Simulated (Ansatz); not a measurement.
**C2H2Al (SMILES C#[C][AlH]) (doublet): density, localisation and related maps**

```xyz
5

C    -1.2231    1.4809    1.0651
C    -1.1484    2.6324    1.4387
Al   -1.4248   -0.2745    0.3330
H    -1.0760    3.6388    1.7784
H    -0.8348   -1.4970    1.1679
```

Geometry: B3LYP-D4/def2-TZVP.

The calculation used Ansatz 0.2.0, isolated molecule in a Gaussian basis; Kohn-Sham density functional theory, functional PBE0.

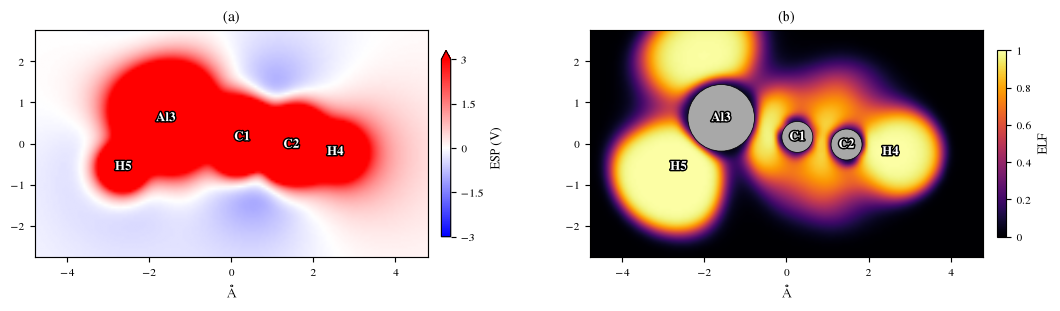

Figure 1. (a) molecular electrostatic potential; (b) electron localisation function on the molecular plane. Grey discs cover the atomic cores in the ELF map.

### Read the bonding off the picture.

Atoms in the plane: C, Al and H.
C–C (1.21 Å): the ELF peaks at about 0.90 between the atoms: a multiple bond.
C–Al (1.91 Å): the ELF peaks at about 0.95 between the atoms (a shared but strongly polarised pair).
C–H (1.06 Å): the ELF climbs to about 1 towards the hydrogen, as it does in any bond to H: a covalent bond by its length.
Al–H (1.59 Å): the ELF climbs to about 1 towards the hydrogen.
Outside the dense part of the molecule the potential is most negative (−1.0 V) near C1.

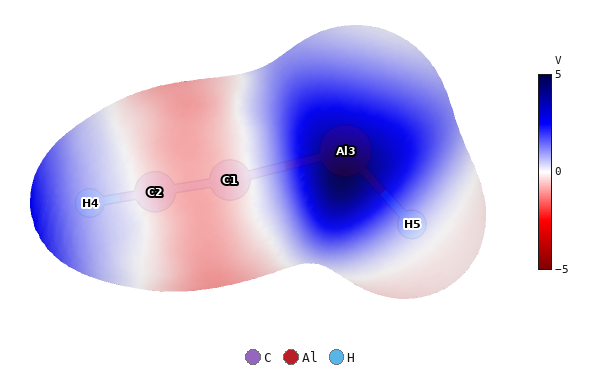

Figure 2. The electrostatic potential painted on the density surface at 0.004 e/bohr³, seen across its widest extent; red is negative and blue positive.

### Which sites attract a positive test charge, and which a negative one?

A positive charge is drawn to the negative regions and a negative charge to the positive ones. The most negative region (about −1.0 V) lies over C1 and C2, the most positive (about +4.8 V) over Al3.

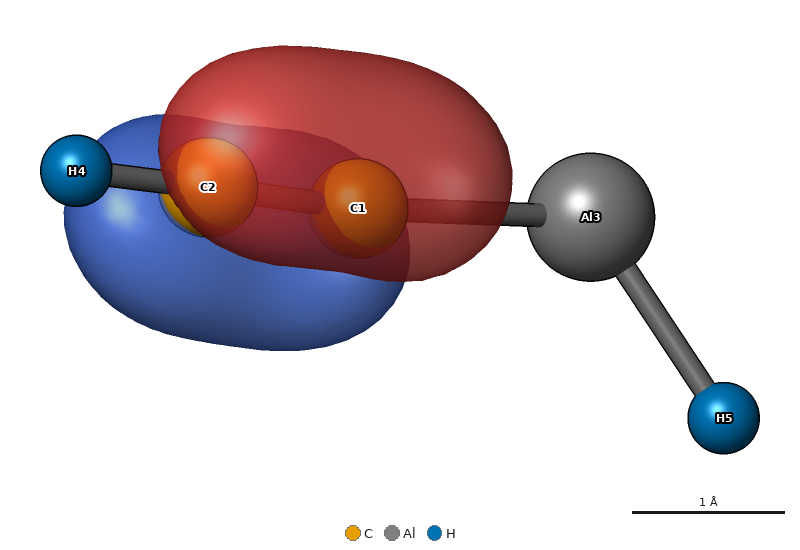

Figure 3. The HOMO−1 (α) at ±0.2 Å⁻³ᐟ² (red and blue are the two phases), seen at a tilt.

### What is the character of this orbital?

It lies mainly on C1 (about 45 %) and C2 (about 45 %); it changes sign across the molecular plane (π type); π-bonding across C1–C2. Its energy is −8.38 eV.
